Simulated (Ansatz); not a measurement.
Molecular dynamics, with input and output: Si$_{2}$N$_{2}$H$_{7}$OF (part 4 of 4)

The same run, continued: Si$_{2}$N$_{2}$H$_{7}$OF; RHF/cc-pVDZ (Ansatz 0.2.0). It belongs to a series of runs on one base structure; here: dynamics from the highest image of the converged band.

Geometry of the input (Å):
```
N  -0.9330  -1.2744  0.4153
Si 0.4911  -0.5881  -0.3176
N  1.7499  -0.5865  0.8547
F  0.8659  -1.5377  -1.6109
Si -0.1379  1.5490  -1.0904
O  -1.5929  1.8717  0.0837
H  -0.8227  -1.6988  1.3190
H  -1.5184  -1.8531  -0.1608
H  2.4806  0.0958  0.7784
H  2.1255  -1.4598  1.1794
H  -1.7008  1.8446  -1.2153
H  0.9036  2.5465  -0.7048
H  -1.8903  1.0560  0.4842
```

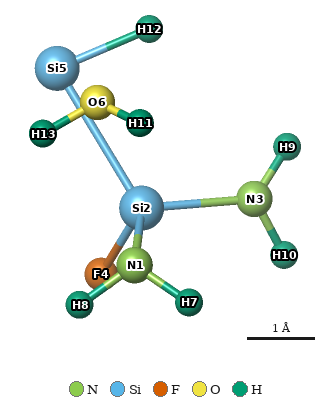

Fig. 1: The geometry at step 165 of the log (ball-and-stick view, seen at a tilt; atoms are numbered from 1 in the order of the input).

## Trajectory as extended XYZ, continued
```
13
Properties=species:S:1:pos:R:3:forces:R:3 step=124 time_fs=62.0 energy=-23543.01891 temperature=561.7
N    -0.9416   -1.2726    0.4421    0.1916   0.6598   0.0807
Si    0.4332   -0.5340   -0.3352   -0.0716  -0.4080  -0.0800
N     1.6291   -0.5505    0.9080    0.7498   0.7670  -0.0723
F     0.8657   -1.5898   -1.5407    0.0358   0.3771  -0.0075
Si    0.2404    1.6637   -1.4694   -0.6586  -0.3884  -0.4265
O    -2.0350    1.6159    0.4770    4.6221   0.1538   1.3923
H    -0.6968   -1.7833    1.2735   -0.2490  -0.0304  -0.0982
H    -1.7274   -1.6585   -0.0367    0.0108  -0.2703  -0.1694
H     2.2942    0.2056    0.8169   -0.1868  -0.1466   0.1956
H     2.1701   -1.3782    1.0589   -0.0650  -0.4384   0.0681
H    -1.0353    1.5842    0.8883   -5.1328  -0.1798  -1.4996
H     0.8422    2.6513   -0.4839    0.0411  -0.4090   0.4024
H    -2.3779    0.7243    0.5338    0.7127   0.3134   0.2143
13
Properties=species:S:1:pos:R:3:forces:R:3 step=129 time_fs=64.5 energy=-23543.27574 temperature=738.8
N    -0.9498   -1.2592    0.4372   -0.1571   0.1718   0.2192
Si    0.4310   -0.5277   -0.3360    0.0212  -0.4931  -0.1505
N     1.6343   -0.5569    0.9032    0.4535   0.5384   0.0128
F     0.8711   -1.5915   -1.5329    0.0066   0.3432  -0.0464
Si    0.2527    1.6640   -1.4875   -0.6359  -0.3880  -0.1661
O    -2.0396    1.6049    0.5030    0.6712  -1.8438   0.4297
H    -0.6919   -1.7701    1.2761   -0.4167   0.1485  -0.4789
H    -1.7513   -1.6516   -0.0391    0.5825  -0.0134   0.1516
H     2.2853    0.1999    0.8192    0.0872   0.2355   0.1634
H     2.1887   -1.3710    1.0803   -0.1808  -0.4650  -0.0191
H    -1.1756    1.5289    0.9891   -2.5249  -0.3949  -0.8025
H     0.8471    2.6263   -0.4702    0.0429  -0.3796   0.3050
H    -2.5039    0.7087    0.4980    2.0503   2.5403   0.3818
13
Properties=species:S:1:pos:R:3:forces:R:3 step=135 time_fs=67.5 energy=-23543.35086 temperature=791.2
N    -0.9602   -1.2414    0.4321    0.0913   0.8116  -0.1503
Si    0.4284   -0.5215   -0.3374    0.1723  -0.4707  -0.1635
N     1.6435   -0.5619    0.8977    0.5547   0.0737   0.1240
F     0.8775   -1.5922   -1.5237   -0.0235   0.2374  -0.1066
Si    0.2658    1.6632   -1.5096   -0.5504  -0.3913   0.2489
O    -2.0467    1.5870    0.5310   -1.2600   4.0378  -3.2480
H    -0.7147   -1.7485    1.2524   -0.0705  -0.3222   0.3890
H    -1.7423   -1.6473   -0.0356    0.0120  -0.1731  -0.2687
H     2.2809    0.2092    0.8353    0.1253   0.1012   0.1796
H     2.1930   -1.3912    1.1025   -0.5276   0.2308  -0.2350
H    -1.4261    1.4169    1.1359    3.2441  -0.8887   3.3695
H     0.8564    2.5666   -0.4308    0.0379  -0.3176   0.1135
H    -2.5319    0.8335    0.4795   -1.8056  -2.9290  -0.2524
13
Properties=species:S:1:pos:R:3:forces:R:3 step=141 time_fs=70.5 energy=-23543.11305 temperature=627.8
N    -0.9703   -1.2194    0.4267    0.0516   0.2621   0.3869
Si    0.4264   -0.5167   -0.3394    0.3868  -0.2702  -0.1552
N     1.6557   -0.5655    0.8926   -0.0597   1.0260  -0.1667
F     0.8839   -1.5918   -1.5150   -0.0343   0.0691  -0.1666
Si    0.2771    1.6612   -1.5310   -0.4798  -0.4562   0.6711
O    -2.0586    1.5823    0.5494    1.9729  -2.4499   4.1688
H    -0.7464   -1.7477    1.2509   -0.0090  -0.0316   0.0266
H    -1.7279   -1.6561   -0.0528   -0.0389  -0.0953  -0.3930
H     2.2854    0.2242    0.8667   -0.0562  -0.3724   0.1802
H     2.1597   -1.4017    1.1077    0.0328  -0.2370  -0.0736
H    -1.5011    1.2658    1.4368   -2.7409   1.6170  -4.4446
H     0.8690    2.4800   -0.3817    0.0395  -0.1893  -0.0739
H    -2.6449    0.8097    0.4496    0.9354   1.1278   0.0398
13
Properties=species:S:1:pos:R:3:forces:R:3 step=147 time_fs=73.5 energy=-23543.47197 temperature=872.6
N    -0.9804   -1.1959    0.4233   -0.6072  -0.6157   0.3691
Si    0.4256   -0.5128   -0.3418    0.5620  -0.0508  -0.0433
N     1.6674   -0.5637    0.8867   -0.7479   0.4014  -0.2950
F     0.8901   -1.5911   -1.5071   -0.0383  -0.1014  -0.2236
Si    0.2870    1.6578   -1.5503   -0.3762  -0.5599   0.9421
O    -2.0608    1.5688    0.5863   -1.8866  -2.1696   0.0174
H    -0.7790   -1.7495    1.2516   -0.0134   0.3195  -0.4195
H    -1.7113   -1.6698   -0.0991    0.5532   0.3273   0.0420
H     2.2902    0.2148    0.9132    0.3410   0.0216   0.1368
H     2.1249   -1.4269    1.1053    0.1301  -0.0557  -0.0444
H    -1.7600    1.2332    1.4255    0.4883   0.4760  -0.1210
H     0.8851    2.3776   -0.3383    0.0489   0.0046  -0.1938
H    -2.7125    0.8309    0.4173    1.5460   2.0028  -0.1668
13
Properties=species:S:1:pos:R:3:forces:R:3 step=153 time_fs=76.5 energy=-23543.33201 temperature=776.2
N    -0.9935   -1.1753    0.4218   -0.1021   0.1864  -0.3606
Si    0.4264   -0.5090   -0.3443    0.5099   0.1664   0.0810
N     1.6751   -0.5594    0.8790   -0.3934  -0.1051  -0.1203
F     0.8962   -1.5908   -1.5002   -0.0443  -0.2539  -0.2547
Si    0.2957    1.6526   -1.5667   -0.2984  -0.6705   1.0901
O    -2.0694    1.5486    0.6203    1.8003   2.8465  -0.2145
H    -0.8109   -1.7315    1.2274    0.1979  -0.2249   0.4170
H    -1.6576   -1.6621   -0.1480   -0.0779  -0.0348  -0.2300
H     2.3189    0.2021    0.9711    0.0936  -0.1284   0.0058
H     2.0991   -1.4536    1.0981   -0.0810   0.4981  -0.1292
H    -1.9873    1.2132    1.4722    1.0211  -0.2302   2.0098
H     0.9055    2.2757   -0.3111    0.0860   0.2209  -0.2330
H    -2.6981    0.9730    0.3495   -2.7117  -2.2705  -2.0615
13
Properties=species:S:1:pos:R:3:forces:R:3 step=159 time_fs=79.5 energy=-23542.88290 temperature=467.8
N    -1.0074   -1.1542    0.4186    0.2833  -0.1167  -0.3312
Si    0.4289   -0.5047   -0.3465    0.3727   0.3691   0.1693
N     1.6802   -0.5549    0.8705   -0.2546   0.6375  -0.0709
F     0.9020   -1.5917   -1.4944   -0.0516  -0.3584  -0.2497
Si    0.3034    1.6454   -1.5797   -0.2732  -0.7420   1.1489
O    -2.0762    1.5377    0.6508   -2.4796  -2.5091   2.9281
H    -0.8290   -1.7257    1.2271    0.0455  -0.0128  -0.0565
H    -1.6055   -1.6550   -0.2125   -0.1693  -0.1307   0.0132
H     2.3542    0.1786    1.0285   -0.3270  -0.2491  -0.2131
H     2.0706   -1.4487    1.0823    0.1881  -0.2513   0.0690
H    -2.1133    1.1725    1.6645    0.1617   1.4971  -5.0291
H     0.9335    2.1926   -0.3037    0.1318   0.3971  -0.2199
H    -2.8044    1.0171    0.1706    2.3721   1.4693   1.8419
13
Properties=species:S:1:pos:R:3:forces:R:3 step=165 time_fs=82.5 energy=-23543.12128 temperature=626.9
N    -1.0198   -1.1339    0.4130    0.2049  -0.6784  -0.6919
Si    0.4324   -0.4994   -0.3483    0.2633   0.4016   0.2037
N     1.6836   -0.5475    0.8616   -0.4218  -0.3504   0.0089
F     0.9076   -1.5942   -1.4898   -0.0813  -0.3580  -0.1964
Si    0.3103    1.6359   -1.5893   -0.2285  -0.7223   1.1108
O    -2.0928    1.5178    0.6936    0.2004   2.2739  -5.5255
H    -0.8427   -1.7214    1.2231   -0.0747   0.2113  -0.4612
H    -1.5653   -1.6560   -0.2725    0.1020   0.1398   0.6284
H     2.3686    0.1410    1.0697    0.0664   0.4591  -0.1886
H     2.0542   -1.4570    1.0702    0.0044  -0.0658   0.0172
H    -2.2254    1.2323    1.5175   -0.8387  -1.9233   4.2516
H     0.9726    2.1430   -0.3151    0.1467   0.4850  -0.2079
H    -2.7632    1.1443    0.1125    0.6570   0.1276   1.0511
13
Properties=species:S:1:pos:R:3:forces:R:3 step=171 time_fs=85.5 energy=-23543.09105 temperature=606.6
N    -1.0306   -1.1170    0.4032    0.6489   0.1062  -1.0335
Si    0.4368   -0.4927   -0.3495    0.0995   0.3518   0.1672
N     1.6847   -0.5419    0.8530    0.1280  -0.6167   0.3163
F     0.9128   -1.5983   -1.4860   -0.1325  -0.2809  -0.1170
Si    0.3165    1.6242   -1.5954   -0.1732  -0.6172   1.0453
O    -2.1063    1.5076    0.7188    2.0010   1.4083   3.6440
H    -0.8601   -1.7053    1.1900    0.1290  -0.2788   0.3622
H    -1.5232   -1.6507   -0.2885   -0.4393  -0.2465   0.0396
H     2.3821    0.1344    1.0932   -0.2342   0.2188  -0.3098
H     2.0387   -1.4693    1.0595   -0.1325   0.3676  -0.0466
H    -2.4013    1.1783    1.5914    0.4462   0.3307  -1.9089
H     1.0240    2.1345   -0.3448    0.1194   0.4652  -0.2339
H    -2.7068    1.2708    0.0939   -2.4602  -1.2086  -1.9248
13
Properties=species:S:1:pos:R:3:forces:R:3 step=176 time_fs=88.0 energy=-23542.69479 temperature=335.8
N    -1.0368   -1.1031    0.3904    0.7279  -0.2780  -0.6526
Si    0.4407   -0.4864   -0.3500    0.0244   0.2122   0.0899
N     1.6860   -0.5398    0.8470    0.0770   0.1693   0.2651
F     0.9167   -1.6027   -1.4833   -0.1748  -0.1638  -0.0499
Si    0.3213    1.6130   -1.5980   -0.1345  -0.4616   0.9629
O    -2.1104    1.5067    0.7449   -4.0024  -1.4153   1.2628
H    -0.8681   -1.7042    1.1776    0.1236   0.0176   0.1471
H    -1.5123   -1.6587   -0.2942   -0.4728  -0.2052  -0.1207
H     2.3805    0.1452    1.0935   -0.4008  -0.0482  -0.3485
H     2.0193   -1.4609    1.0488    0.1885  -0.1868   0.1478
H    -2.5399    1.1166    1.6419    1.8699   1.5618  -4.4205
H     1.0747    2.1578   -0.3848    0.0656   0.3714  -0.2709
H    -2.7809    1.3081   -0.0041    2.1084   0.4268   2.9874
13
Properties=species:S:1:pos:R:3:forces:R:3 step=182 time_fs=91.0 energy=-23543.03048 temperature=565.2
N    -1.0405   -1.0886    0.3712    0.2315  -1.3008  -0.5590
Si    0.4455   -0.4783   -0.3505    0.0533  -0.1269  -0.0505
N     1.6874   -0.5370    0.8412   -0.5223  -0.3402   0.0603
F     0.9206   -1.6086   -1.4802   -0.2263   0.0318   0.0232
Si    0.3266    1.5983   -1.5984   -0.0945  -0.2043   0.7673
O    -2.1311    1.5012    0.7807    2.0771   2.8752  -4.2081
H    -0.8689   -1.6980    1.1701    0.0313   0.4728  -0.3062
H    -1.5306   -1.6779   -0.3040    0.0692   0.4160   0.3583
H     2.3544    0.1600    1.0693    0.2101   0.3277  -0.0685
H     2.0103   -1.4622    1.0473    0.2785  -0.0274   0.1878
H    -2.5902    1.1345    1.4296   -2.2866  -2.4305   4.5464
H     1.1402    2.2141   -0.4542   -0.0167   0.1923  -0.2825
H    -2.7380    1.3757    0.0672    0.1954   0.1142  -0.4684
13
Properties=species:S:1:pos:R:3:forces:R:3 step=188 time_fs=94.0 energy=-23543.13788 temperature=639.1
N    -1.0424   -1.0811    0.3485    0.3941  -0.4357  -0.6260
Si    0.4504   -0.4706   -0.3511    0.0093  -0.5208  -0.1790
N     1.6863   -0.5359    0.8361   -0.0533  -0.3362   0.3487
F     0.9235   -1.6144   -1.4771   -0.2637   0.2191   0.0454
Si    0.3316    1.5830   -1.5965   -0.1063   0.0764   0.4931
O    -2.1452    1.5061    0.8057   -1.2079  -0.6037   2.9680
H    -0.8653   -1.6590    1.1463    0.1209  -0.0207   0.4175
H    -1.5494   -1.6693   -0.2916   -0.1541   0.0862  -0.1661
H     2.3386    0.1954    1.0366   -0.0021  -0.1276  -0.0643
H     2.0236   -1.4628    1.0606    0.1473   0.5035   0.0656
H    -2.7430    1.0238    1.4396    2.0391   1.0360  -1.0456
H     1.2045    2.2867   -0.5475   -0.0758  -0.0122  -0.2333
H    -2.6988    1.4550    0.0750   -0.8476   0.1355  -2.0239
13
Properties=species:S:1:pos:R:3:forces:R:3 step=194 time_fs=97.0 energy=-23542.87928 temperature=464.1
N    -1.0417   -1.0767    0.3223    0.6419  -0.1722  -0.0191
Si    0.4554   -0.4645   -0.3522    0.0169  -0.9298  -0.2624
N     1.6846   -0.5363    0.8330    0.0528   0.6081   0.3947
F     0.9252   -1.6192   -1.4738   -0.2619   0.3683   0.0068
Si    0.3363    1.5679   -1.5931   -0.1932   0.3338   0.1657
O    -2.1628    1.5114    0.8389   -4.6719  -1.2126  -1.3703
H    -0.8538   -1.6167    1.1497   -0.0786   0.0278   0.1372
H    -1.5804   -1.6527   -0.2906   -0.2047  -0.1552  -0.3130
H     2.3238    0.2222    0.9988   -0.1364  -0.3224  -0.0368
H     2.0521   -1.4301    1.0814    0.2678  -0.1313   0.1419
H    -2.7874    0.9525    1.4429    2.5263   1.9278  -2.2886
H     1.2626    2.3585   -0.6604   -0.0868  -0.1896  -0.1177
H    -2.7129    1.5383   -0.0479    2.1278  -0.1526   3.5615
13
Properties=species:S:1:pos:R:3:forces:R:3 step=200 time_fs=100.0 energy=-23542.90217 temperature=481.3
N    -1.0376   -1.0738    0.2957    0.1495  -0.6126   0.1227
Si    0.4605   -0.4613   -0.3542    0.1654  -1.2893  -0.2936
N     1.6830   -0.5340    0.8324   -0.0838  -0.0373   0.5192
F     0.9257   -1.6223   -1.4704   -0.2265   0.4536  -0.0837
Si    0.3404    1.5538   -1.5892   -0.3289   0.5327  -0.1968
O    -2.1988    1.5142    0.8650    5.5737   5.1759  -1.1197
H    -0.8495   -1.5716    1.1627   -0.3489   0.1678  -0.4338
H    -1.6228   -1.6434   -0.3096    0.4249   0.2691   0.3309
H     2.3028    0.2289    0.9590    0.3362   0.3456   0.1118
H     2.1000   -1.4017    1.1122   -0.0343  -0.0188  -0.0372
H    -2.6831    0.9754    1.3194   -4.0549  -4.9289   3.8732
H     1.3136    2.4144   -0.7832   -0.0434  -0.3072   0.0419
H    -2.5859    1.6130    0.0593   -1.5291   0.2494  -2.8348
```

## Key numbers

| quantity | value |
| --- | --- |
| outcome | finished |
| mean temperature over the second half | 626 K |
| trajectory | 200 steps, 100 fs |
| ensemble | nve |
| temperature in the input | 100.0 K |
| time step | 0.5 fs |
| potential energy (last step) | −23542.9022 eV |
| mean-field energy (last step) | −23542.9022 eV |
| largest force (length of the vector) (last step) | 7.688 eV/Å |
| wall time | 8.7 min (CPU time 17 min) |
| peak memory | 0.3 GiB |

## Remarks

So short a trajectory is not equilibrated.
